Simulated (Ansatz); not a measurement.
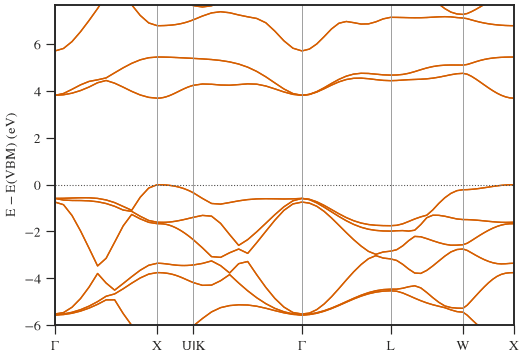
Fig. 1. Band structure from the program Ansatz at the PBEsol with spin–orbit coupling level (PAW)

Question: Read off the gap and where the band edges lie.

Answer: About 3.7 eV (3.69 eV by a search for the band edges); maximum at X, minimum at X.

The material is HfO2 (fluorite, Fm-3m).

This is a known high-temperature phase of the composition, computed here at zero pressure and temperature. The PBEsol relaxation kept the symmetry of its start; whether a distortion lowers the energy is not shown. The run is not spin-polarised.

Potentials: the earlier of the program's two PAW sets. The files were generated under PBE; for other functionals the program regenerates the frozen cores, and for LDA and PBEsol the local potential too.
